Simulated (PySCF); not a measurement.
# Si: excitation energy in def2-QZVPPD

Wanted: the excitation energy of silicon, up a ladder of methods.

Method: unrestricted determinants in a Gaussian basis, no spin-orbit coupling in the energies. Code: PySCF 2.14.0.

**1. Starting point**

* Element: silicon (Z = 14)
* Basis: def2-QZVPPD
* Hamiltonian: no relativity, point nucleus
* State 1: Si: [Ne] 3s2 3p1 3d1, one real determinant (an excited configuration)
* Needed too, but not shown: Si [Ne] 3s2 3p2 (3P)
* Methods: UHF, LDA, PBE, PBE0, r2SCAN, PBEsol, PW91, LC-wPBE, BP86, MP2
* Core shells frozen in the correlated runs: valence: [Ne]; valence and next inner shell: 1s2 (for Si)

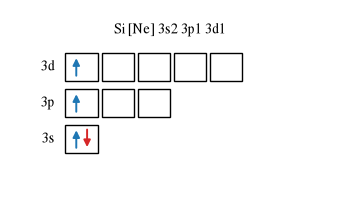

Outer shells as boxes.

One driver process ran all states and methods and kept the integrals in memory. Each run is shown as a PySCF script that sums up its settings (the driver passes frozen orbitals as a list and adds second-order terms of double hybrids); the logs are those of the runs themselves. The driver starts from symmetry-adapted Hartree-Fock orbitals, holds the occupation by maximum overlap and uses a logarithmic radial grid for functionals, so a plain start would take other cycles.

The integrals over 76 functions and the set-up took 0.22 s of CPU time.

**2. Si [Ne] 3s2 3p1 3d1**

**UHF**

Contents of input.py:

```python
from pyscf import gto, scf, dft, mp, cc
import basis_set_exchange as bse
mol = gto.M(atom="Si 0 0 0", charge=0, spin=2, symmetry="D2h",
            basis=gto.basis.parse(bse.get_basis("def2-QZVPPD", elements=["Si"], fmt="nwchem")))
mf = scf.UHF(mol)
mf.irrep_nelec = {'Ag': (3, 3), 'B2g': (1, 0), 'B1u': (1, 1), 'B2u': (2, 1), 'B3u': (1, 1)}
mf.kernel()
```

Standard output:

```text
damping factor = 0
level_shift factor = 0
DIIS = <class 'pyscf.scf.diis.CDIIS'>
diis_start_cycle = 1
diis_space = 10
diis_damp = 0
SCF conv_tol = 1e-09
SCF conv_tol_grad = None
number electrons alpha = 8  beta = 6
cycle= 1 E= -288.620330221647  delta_E= -0.00374  |g|= 0.0228  |ddm|= 0.0449
cycle= 2 E= -288.621013494893  delta_E= -0.000683  |g|= 0.0102  |ddm|= 0.0187
cycle= 3 E= -288.621185303452  delta_E= -0.000172  |g|= 0.000752  |ddm|= 0.0155
cycle= 4 E= -288.62118658856  delta_E= -1.29e-06  |g|= 0.00019  |ddm|= 0.00302
cycle= 5 E= -288.621186701196  delta_E= -1.13e-07  |g|= 5.97e-05  |ddm|= 0.00123
cycle= 6 E= -288.621186713224  delta_E= -1.2e-08  |g|= 1.35e-05  |ddm|= 0.000484
cycle= 7 E= -288.621186713861  delta_E= -6.37e-10  |g|= 1.66e-06  |ddm|= 0.00013
converged SCF energy = -288.621186713861  <S^2> = 2.0147089  2S+1 = 3.00979
```

It used 1.9 s of CPU time after the integrals (shared host).

Orbital energies by shell (radii are means over both spins):

```tsv
shell	electrons	mean orbital energy (eV)	spread (eV)	rms radius (bohr)
1s α	1	-1877.3	0	0.129
1s β	1	-1877.2	0	0.129
2s α	1	-172.17	0	0.614
2s β	1	-172.00	0	0.614
2p α	3	-120.49	0.369	0.599
2p β	3	-120.14	0.420	0.599
3s α	1	-18.987	0	2.27
3s β	1	-16.499	0	2.27
3p α	1	-11.242	0	2.71
3d α	1	-1.190	0	6.02
```

⟨S²⟩ = 2.015, ⟨L²⟩ = 8.05.

Spin-orbit constants on these orbitals (cm⁻¹; bare nucleus, screened nucleus, mean field): 3p 204.8, 175.6, 159.2; 3d 1.398, 0.3995, 0.1169. To first order in LS coupling the lowest level has J = 2 and lies 0.0132 eV below the centre of the term.

⟨L²⟩ = 8.05 against 12 for a pure F term, so this real determinant mixes terms.

**LDA**

input.py, as changed from the run before:

```diff
@@ -4,3 +4,3 @@
             basis=gto.basis.parse(bse.get_basis("def2-QZVPPD", elements=["Si"], fmt="nwchem")))
-mf = scf.UHF(mol)
+mf = dft.UKS(mol, xc="LDA,VWN")
 mf.irrep_nelec = {'Ag': (3, 3), 'B2g': (1, 0), 'B1u': (1, 1), 'B2u': (2, 1), 'B3u': (1, 1)}
```

Standard output:

```text
damping factor = 0
level_shift factor = 0
DIIS = <class 'pyscf.scf.diis.CDIIS'>
diis_start_cycle = 1
diis_space = 10
diis_damp = 0
SCF conv_tol = 1e-09
SCF conv_tol_grad = None
number electrons alpha = 8  beta = 6
XC functionals = LDA,VWN
    P. A. M. Dirac.,  Math. Proc. Cambridge Philos. Soc. 26, 376 (1930)
    F. Bloch.,  Z. Phys. 57, 545 (1929)
    S. H. Vosko, L. Wilk, and M. Nusair.,  Can. J. Phys. 58, 1200 (1980)
cycle= 1 E= -287.995189731647  delta_E= -0.0177  |g|= 0.0527  |ddm|= 0.326
cycle= 2 E= -287.995564370364  delta_E= -0.000375  |g|= 0.0211  |ddm|= 0.0723
cycle= 3 E= -287.995637060323  delta_E= -7.27e-05  |g|= 0.000649  |ddm|= 0.0219
cycle= 4 E= -287.995637105538  delta_E= -4.52e-08  |g|= 6.86e-05  |ddm|= 0.000664
cycle= 5 E= -287.995637109343  delta_E= -3.81e-09  |g|= 2.06e-05  |ddm|= 0.000174
cycle= 6 E= -287.99563710953  delta_E= -1.87e-10  |g|= 1.02e-06  |ddm|= 5.23e-05
converged SCF energy = -287.99563710953  <S^2> = 2.0010033  2S+1 = 3.0006688
```

CPU time 0.36 s on a shared host, the integrals not counted.

**PBE**

input.py, as changed from the run before:

```diff
@@ -4,3 +4,3 @@
             basis=gto.basis.parse(bse.get_basis("def2-QZVPPD", elements=["Si"], fmt="nwchem")))
-mf = dft.UKS(mol, xc="LDA,VWN")
+mf = dft.UKS(mol, xc="PBE")
 mf.irrep_nelec = {'Ag': (3, 3), 'B2g': (1, 0), 'B1u': (1, 1), 'B2u': (2, 1), 'B3u': (1, 1)}
```

Standard output:

```text
damping factor = 0
level_shift factor = 0
DIIS = <class 'pyscf.scf.diis.CDIIS'>
diis_start_cycle = 1
diis_space = 10
diis_damp = 0
SCF conv_tol = 1e-09
SCF conv_tol_grad = None
number electrons alpha = 8  beta = 6
XC functionals = PBE
    J. P. Perdew, K. Burke, and M. Ernzerhof.,  Phys. Rev. Lett. 77, 3865 (1996)
    J. P. Perdew, K. Burke, and M. Ernzerhof.,  Phys. Rev. Lett. 78, 1396 (1997)
    J. P. Perdew, K. Burke, and M. Ernzerhof.,  Phys. Rev. Lett. 77, 3865 (1996)
    J. P. Perdew, K. Burke, and M. Ernzerhof.,  Phys. Rev. Lett. 78, 1396 (1997)
cycle= 1 E= -289.01047604232  delta_E= -0.0111  |g|= 0.0208  |ddm|= 0.263
cycle= 2 E= -289.010666581245  delta_E= -0.000191  |g|= 0.00694  |ddm|= 0.0479
cycle= 3 E= -289.010692345135  delta_E= -2.58e-05  |g|= 0.000683  |ddm|= 0.0168
cycle= 4 E= -289.010692681989  delta_E= -3.37e-07  |g|= 0.00042  |ddm|= 0.00192
cycle= 5 E= -289.010692736621  delta_E= -5.46e-08  |g|= 3.77e-05  |ddm|= 0.000823
cycle= 6 E= -289.010692738344  delta_E= -1.72e-09  |g|= 1.9e-06  |ddm|= 0.00015
cycle= 7 E= -289.010692738355  delta_E= -1.11e-11  |g|= 3.42e-07  |ddm|= 2.01e-05
converged SCF energy = -289.010692738355  <S^2> = 2.0030996  2S+1 = 3.0020657
```

It used 0.79 s of CPU time after the integrals (shared host).

**PBE0**

input.py, as changed from the run before:

```diff
@@ -4,3 +4,3 @@
             basis=gto.basis.parse(bse.get_basis("def2-QZVPPD", elements=["Si"], fmt="nwchem")))
-mf = dft.UKS(mol, xc="PBE")
+mf = dft.UKS(mol, xc="PBE0")
 mf.irrep_nelec = {'Ag': (3, 3), 'B2g': (1, 0), 'B1u': (1, 1), 'B2u': (2, 1), 'B3u': (1, 1)}
```

Standard output:

```text
damping factor = 0
level_shift factor = 0
DIIS = <class 'pyscf.scf.diis.CDIIS'>
diis_start_cycle = 1
diis_space = 10
diis_damp = 0
SCF conv_tol = 1e-09
SCF conv_tol_grad = None
number electrons alpha = 8  beta = 6
XC functionals = PBE0
    C. Adamo and V. Barone.,  J. Chem. Phys. 110, 6158 (1999)
    M. Ernzerhof and G. E. Scuseria.,  J. Chem. Phys. 110, 5029 (1999)
cycle= 1 E= -289.028187767878  delta_E= -0.00694  |g|= 0.0136  |ddm|= 0.178
cycle= 2 E= -289.028325123873  delta_E= -0.000137  |g|= 0.00282  |ddm|= 0.0299
cycle= 3 E= -289.028334075663  delta_E= -8.95e-06  |g|= 0.000811  |ddm|= 0.0104
cycle= 4 E= -289.02833488906  delta_E= -8.13e-07  |g|= 0.000121  |ddm|= 0.00389
cycle= 5 E= -289.028334912252  delta_E= -2.32e-08  |g|= 3.57e-05  |ddm|= 0.000756
cycle= 6 E= -289.028334913748  delta_E= -1.5e-09  |g|= 7.55e-06  |ddm|= 0.000181
cycle= 7 E= -289.028334913938  delta_E= -1.9e-10  |g|= 5.22e-07  |ddm|= 8.04e-05
converged SCF energy = -289.028334913938  <S^2> = 2.0047759  2S+1 = 3.0031823
```

It used 0.91 s of CPU time after the integrals (shared host).

**r2SCAN**

input.py, as changed from the run before:

```diff
@@ -4,3 +4,3 @@
             basis=gto.basis.parse(bse.get_basis("def2-QZVPPD", elements=["Si"], fmt="nwchem")))
-mf = dft.UKS(mol, xc="PBE0")
+mf = dft.UKS(mol, xc="R2SCAN")
 mf.irrep_nelec = {'Ag': (3, 3), 'B2g': (1, 0), 'B1u': (1, 1), 'B2u': (2, 1), 'B3u': (1, 1)}
```

Standard output:

```text
damping factor = 0
level_shift factor = 0
DIIS = <class 'pyscf.scf.diis.CDIIS'>
diis_start_cycle = 1
diis_space = 10
diis_damp = 0
SCF conv_tol = 1e-09
SCF conv_tol_grad = None
number electrons alpha = 8  beta = 6
XC functionals = R2SCAN
    J. W. Furness, A. D. Kaplan, J. Ning, J. P. Perdew, and J. Sun.,  J. Phys. Chem. Lett. 11, 8208-8215 (2020)
    J. W. Furness, A. D. Kaplan, J. Ning, J. P. Perdew, and J. Sun.,  J. Phys. Chem. Lett. 11, 9248-9248 (2020)
    J. W. Furness, A. D. Kaplan, J. Ning, J. P. Perdew, and J. Sun.,  J. Phys. Chem. Lett. 11, 8208-8215 (2020)
    J. W. Furness, A. D. Kaplan, J. Ning, J. P. Perdew, and J. Sun.,  J. Phys. Chem. Lett. 11, 9248-9248 (2020)
cycle= 1 E= -289.114999764166  delta_E= -0.0082  |g|= 0.0145  |ddm|= 0.228
cycle= 2 E= -289.115190137181  delta_E= -0.00019  |g|= 0.00294  |ddm|= 0.0372
cycle= 3 E= -289.115201224726  delta_E= -1.11e-05  |g|= 0.00134  |ddm|= 0.0141
cycle= 4 E= -289.11520217787  delta_E= -9.53e-07  |g|= 0.000343  |ddm|= 0.00206
cycle= 5 E= -289.115202205006  delta_E= -2.71e-08  |g|= 1.79e-05  |ddm|= 0.000507
cycle= 6 E= -289.115202205563  delta_E= -5.57e-10  |g|= 3.26e-06  |ddm|= 0.000123
converged SCF energy = -289.115202205563  <S^2> = 2.0076405  2S+1 = 3.0050893
```

It used 1.3 s of CPU time after the integrals (shared host).

**PBEsol**

input.py, as changed from the run before:

```diff
@@ -4,3 +4,3 @@
             basis=gto.basis.parse(bse.get_basis("def2-QZVPPD", elements=["Si"], fmt="nwchem")))
-mf = dft.UKS(mol, xc="R2SCAN")
+mf = dft.UKS(mol, xc="PBEsol")
 mf.irrep_nelec = {'Ag': (3, 3), 'B2g': (1, 0), 'B1u': (1, 1), 'B2u': (2, 1), 'B3u': (1, 1)}
```

Standard output:

```text
damping factor = 0
level_shift factor = 0
DIIS = <class 'pyscf.scf.diis.CDIIS'>
diis_start_cycle = 1
diis_space = 10
diis_damp = 0
SCF conv_tol = 1e-09
SCF conv_tol_grad = None
number electrons alpha = 8  beta = 6
XC functionals = PBEsol
    J. P. Perdew, A. Ruzsinszky, G. I. Csonka, O. A. Vydrov, G. E. Scuseria, L. A. Constantin, X. Zhou, and K. Burke.,  Phys. Rev. Lett. 100, 136406 (2008)
    J. P. Perdew, A. Ruzsinszky, G. I. Csonka, O. A. Vydrov, G. E. Scuseria, L. A. Constantin, X. Zhou, and K. Burke.,  Phys. Rev. Lett. 100, 136406 (2008)
cycle= 1 E= -288.47273489886  delta_E= -0.0121  |g|= 0.0366  |ddm|= 0.277
cycle= 2 E= -288.472957976944  delta_E= -0.000223  |g|= 0.015  |ddm|= 0.0491
cycle= 3 E= -288.472990384227  delta_E= -3.24e-05  |g|= 0.000488  |ddm|= 0.0141
cycle= 4 E= -288.472990534632  delta_E= -1.5e-07  |g|= 0.000173  |ddm|= 0.00216
cycle= 5 E= -288.472990555809  delta_E= -2.12e-08  |g|= 3.69e-05  |ddm|= 0.000365
cycle= 6 E= -288.472990556508  delta_E= -6.99e-10  |g|= 1.22e-06  |ddm|= 0.000127
converged SCF energy = -288.472990556508  <S^2> = 2.0023976  2S+1 = 3.001598
```

CPU time 0.67 s on a shared host, the integrals not counted.

**PW91**

input.py, as changed from the run before:

```diff
@@ -4,3 +4,3 @@
             basis=gto.basis.parse(bse.get_basis("def2-QZVPPD", elements=["Si"], fmt="nwchem")))
-mf = dft.UKS(mol, xc="PBEsol")
+mf = dft.UKS(mol, xc="PW91,PW91")
 mf.irrep_nelec = {'Ag': (3, 3), 'B2g': (1, 0), 'B1u': (1, 1), 'B2u': (2, 1), 'B3u': (1, 1)}
```

Standard output:

```text
damping factor = 0
level_shift factor = 0
DIIS = <class 'pyscf.scf.diis.CDIIS'>
diis_start_cycle = 1
diis_space = 10
diis_damp = 0
SCF conv_tol = 1e-09
SCF conv_tol_grad = None
number electrons alpha = 8  beta = 6
XC functionals = PW91,PW91
    J. P. Perdew. In P. Ziesche and H. Eschrig, editors, Proceedings of the 75. WE-Heraeus-Seminar and 21st Annual International Symposium on Electronic Structure of Solids, 11. Berlin, 1991. Akademie Verlag.
    J. P. Perdew, J. A. Chevary, S. H. Vosko, K. A. Jackson, M. R. Pederson, D. J. Singh, and C. Fiolhais.,  Phys. Rev. B 46, 6671 (1992)
    J. P. Perdew, J. A. Chevary, S. H. Vosko, K. A. Jackson, M. R. Pederson, D. J. Singh, and C. Fiolhais.,  Phys. Rev. B 48, 4978 (1993)
    J. P. Perdew. In P. Ziesche and H. Eschrig, editors, Proceedings of the 75. WE-Heraeus-Seminar and 21st Annual International Symposium on Electronic Structure of Solids, 11. Berlin, 1991. Akademie Verlag.
    J. P. Perdew, J. A. Chevary, S. H. Vosko, K. A. Jackson, M. R. Pederson, D. J. Singh, and C. Fiolhais.,  Phys. Rev. B 46, 6671 (1992)
    J. P. Perdew, J. A. Chevary, S. H. Vosko, K. A. Jackson, M. R. Pederson, D. J. Singh, and C. Fiolhais.,  Phys. Rev. B 48, 4978 (1993)
cycle= 1 E= -289.140605793631  delta_E= -0.0119  |g|= 0.016  |ddm|= 0.281
cycle= 2 E= -289.14080566012  delta_E= -0.0002  |g|= 0.00535  |ddm|= 0.0536
cycle= 3 E= -289.140839760821  delta_E= -3.41e-05  |g|= 0.00202  |ddm|= 0.0211
cycle= 4 E= -289.140841094129  delta_E= -1.33e-06  |g|= 0.000374  |ddm|= 0.00219
cycle= 5 E= -289.140841138805  delta_E= -4.47e-08  |g|= 2.88e-05  |ddm|= 0.000845
cycle= 6 E= -289.140841140009  delta_E= -1.2e-09  |g|= 1.72e-06  |ddm|= 0.000161
cycle= 7 E= -289.140841140017  delta_E= -8.01e-12  |g|= 2.99e-07  |ddm|= 1.67e-05
converged SCF energy = -289.140841140017  <S^2> = 2.0030361  2S+1 = 3.0020234
```

CPU time 0.78 s on a shared host, the integrals not counted.

**LC-wPBE**

input.py, as changed from the run before:

```diff
@@ -4,3 +4,3 @@
             basis=gto.basis.parse(bse.get_basis("def2-QZVPPD", elements=["Si"], fmt="nwchem")))
-mf = dft.UKS(mol, xc="PW91,PW91")
+mf = dft.UKS(mol, xc="LC_WPBE")
 mf.irrep_nelec = {'Ag': (3, 3), 'B2g': (1, 0), 'B1u': (1, 1), 'B2u': (2, 1), 'B3u': (1, 1)}
```

Standard output:

```text
damping factor = 0
level_shift factor = 0
DIIS = <class 'pyscf.scf.diis.CDIIS'>
diis_start_cycle = 1
diis_space = 10
diis_damp = 0
SCF conv_tol = 1e-09
SCF conv_tol_grad = None
number electrons alpha = 8  beta = 6
XC functionals = LC_WPBE
    O. A. Vydrov and G. E. Scuseria.,  J. Chem. Phys. 125, 234109 (2006)
cycle= 1 E= -289.030810306708  delta_E= -0.0105  |g|= 0.0238  |ddm|= 0.152
cycle= 2 E= -289.031280420807  delta_E= -0.00047  |g|= 0.00837  |ddm|= 0.0438
cycle= 3 E= -289.031358854646  delta_E= -7.84e-05  |g|= 0.00359  |ddm|= 0.0196
cycle= 4 E= -289.031383563051  delta_E= -2.47e-05  |g|= 0.00078  |ddm|= 0.0161
cycle= 5 E= -289.031386092421  delta_E= -2.53e-06  |g|= 0.000235  |ddm|= 0.00672
cycle= 6 E= -289.031386393141  delta_E= -3.01e-07  |g|= 4.87e-05  |ddm|= 0.00268
cycle= 7 E= -289.031386404549  delta_E= -1.14e-08  |g|= 3.32e-06  |ddm|= 0.000575
cycle= 8 E= -289.031386404568  delta_E= -1.87e-11  |g|= 4.55e-07  |ddm|= 1.08e-05
converged SCF energy = -289.031386404568  <S^2> = 2.0069886  2S+1 = 3.0046554
```

CPU time 1.4 s on a shared host, the integrals not counted.

**BP86**

input.py, as changed from the run before:

```diff
@@ -4,3 +4,3 @@
             basis=gto.basis.parse(bse.get_basis("def2-QZVPPD", elements=["Si"], fmt="nwchem")))
-mf = dft.UKS(mol, xc="LC_WPBE")
+mf = dft.UKS(mol, xc="B88,P86")
 mf.irrep_nelec = {'Ag': (3, 3), 'B2g': (1, 0), 'B1u': (1, 1), 'B2u': (2, 1), 'B3u': (1, 1)}
```

Standard output:

```text
damping factor = 0
level_shift factor = 0
DIIS = <class 'pyscf.scf.diis.CDIIS'>
diis_start_cycle = 1
diis_space = 10
diis_damp = 0
SCF conv_tol = 1e-09
SCF conv_tol_grad = None
number electrons alpha = 8  beta = 6
XC functionals = B88,P86
    A. D. Becke.,  Phys. Rev. A 38, 3098 (1988)
    J. P. Perdew.,  Phys. Rev. B 33, 8822 (1986)
cycle= 1 E= -289.185327245222  delta_E= -0.0112  |g|= 0.017  |ddm|= 0.269
cycle= 2 E= -289.18552065048  delta_E= -0.000193  |g|= 0.00529  |ddm|= 0.0524
cycle= 3 E= -289.185549620496  delta_E= -2.9e-05  |g|= 0.00149  |ddm|= 0.0188
cycle= 4 E= -289.185550439009  delta_E= -8.19e-07  |g|= 0.000462  |ddm|= 0.00208
cycle= 5 E= -289.185550482959  delta_E= -4.4e-08  |g|= 2.44e-05  |ddm|= 0.000728
cycle= 6 E= -289.185550483665  delta_E= -7.06e-10  |g|= 8.95e-07  |ddm|= 8.56e-05
converged SCF energy = -289.185550483665  <S^2> = 2.0027953  2S+1 = 3.0018629
```

CPU time 0.68 s on a shared host, the integrals not counted.

**3. Si [Ne] 3s2 3p1 3d1, continued**

**MP2 (valence)**

input.py: that of step 2 with these lines changed.

```diff
@@ -4,4 +4,5 @@
             basis=gto.basis.parse(bse.get_basis("def2-QZVPPD", elements=["Si"], fmt="nwchem")))
-mf = dft.UKS(mol, xc="B88,P86")
+mf = scf.UHF(mol)
 mf.irrep_nelec = {'Ag': (3, 3), 'B2g': (1, 0), 'B1u': (1, 1), 'B2u': (2, 1), 'B3u': (1, 1)}
 mf.kernel()
+mp.UMP2(mf, frozen=5).kernel()
```

The driver printed no log here.

It used 0.1 s of CPU time after the integrals (shared host).

With 4 electrons correlated, the MP2 correlation energy is -0.05393 hartree (-0.00678 same spin, -0.04715 opposite spin); the SCS form gives -0.05884. Largest pairs of shells: 3s-3s -0.0240, 3s-3p -0.0198, 3s-3d -0.0081, 3p-3d -0.0021, 3p-3p 0.0000.

**MP2 (valence and next inner shell)**

input.py, as changed from the run before:

```diff
@@ -7,2 +7,2 @@
 mf.kernel()
-mp.UMP2(mf, frozen=5).kernel()
+mp.UMP2(mf, frozen=1).kernel()
```

This step left no log, only its results.

It used 0.14 s of CPU time after the integrals (shared host).

With 12 electrons correlated, the MP2 correlation energy is -0.23354 hartree (-0.06081 same spin, -0.17274 opposite spin); the SCS form gives -0.22755. Largest pairs of shells: 2p-2p -0.1146, 2s-2p -0.0325, 3s-3s -0.0240, 3s-3p -0.0198, 2p-3s -0.0188.

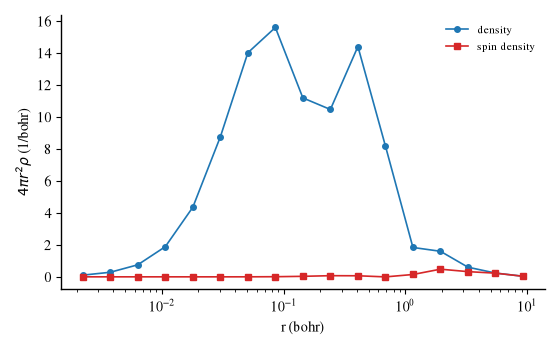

Radial density 4πr²ρ of Si at UHF, at 17 stored radii joined by straight lines.

**4. The energy differences**

Excitation energy: Si [Ne] 3s2 3p2 (3P) → Si [Ne] 3s2 3p1 3d1 (high-spin determinant).

```tsv
method	value (eV)
UHF	6.464
LDA	6.137
PBE	6.060
PBE0	6.268
r2SCAN	6.419
PBEsol	6.082
PW91	6.087
LC-wPBE	6.762
BP86	6.022
MP2 (valence)	6.637
SCS-MP2 (valence)	6.588
MP2 (valence and next inner shell)	6.625
SCS-MP2 (valence and next inner shell)	6.580
```

The determinant of Si mixes LS terms, which raises its energy at the Hartree-Fock and MP2 levels.

The differences also use runs on Si [Ne] 3s2 3p2 (3P), which are not shown here.

**5. Results**

| quantity | value |
| --- | --- |
| excitation energy, Si → [Ne] 3s2 3p1 3d1 | UHF 6.464, MP2 (valence and next inner shell) 6.625 eV |

**Reading.** The methods span 0.739 eV, from BP86 (6.022) to LC-wPBE (6.762). No reference value is at hand in this session. The basis is finite, and no extrapolation was made.
